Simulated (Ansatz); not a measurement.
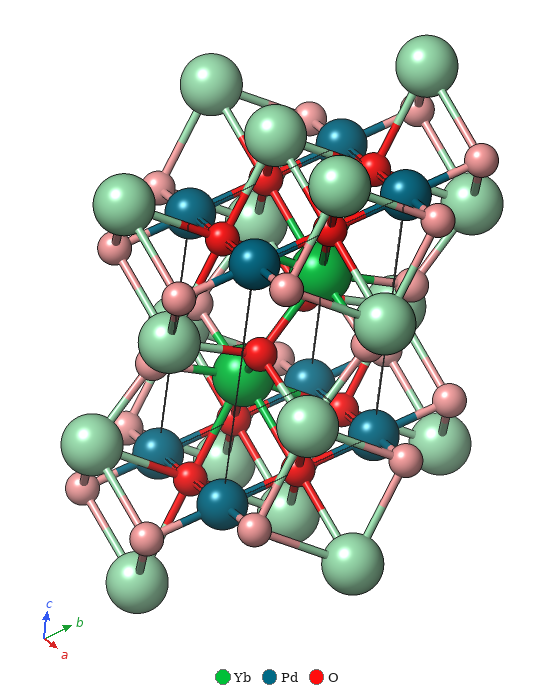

A ball-and-stick rendering, viewed slightly off an axis. One simulation cell is framed, with atoms on its boundary repeated. Atoms just outside the outline that bond to atoms inside are added, in fainter colours.

```
CELL_PARAMETERS angstrom
0.00000 3.83843 0.00000
3.83843 0.00000 0.00000
1.91921 1.91921 -5.97299
ATOMIC_POSITIONS crystal
Yb 0.35100 0.35100 0.29800
Yb 0.64900 0.64900 0.70200
Pd 0.00000 0.00000 0.00000
O 0.50000 0.00000 0.00000
O 0.00000 0.50000 0.00000
O 0.75000 0.25000 0.50000
O 0.25000 0.75000 0.50000
```

All computed values are from DFT, PAW plane waves, r2SCAN in Ansatz 0.2.0. Settings: an energy cutoff of 500 eV, a 5×5×5 sampling of the Brillouin zone, cold smearing of 0.039 eV, collinear spins. The state is ferromagnetic.

> Predict the Bader charges.

Yb +2.11 e; Pd +0.89 e; O -1.37 to -1.19 e.

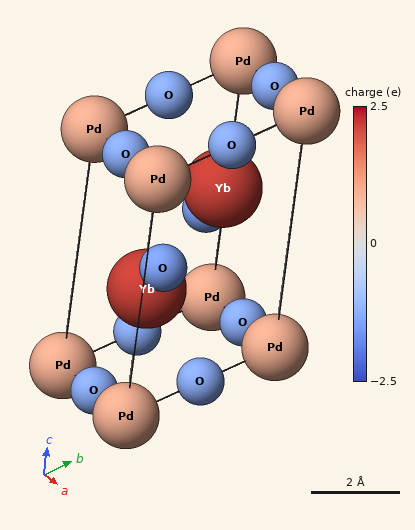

The atoms coloured by those charges.

Note that this is a generated cell, made by putting these elements into a known structure type (the compound may or may not exist in this form), and that it hasn't been relaxed. Ansatz was used for an electronic-structure calculation on it.

At this level of theory the cell isn't at rest (forces up to 1.5 eV/Å), so its distances can differ from those at equilibrium, the more so the softer the solid, and its magnetic state may change on relaxation.
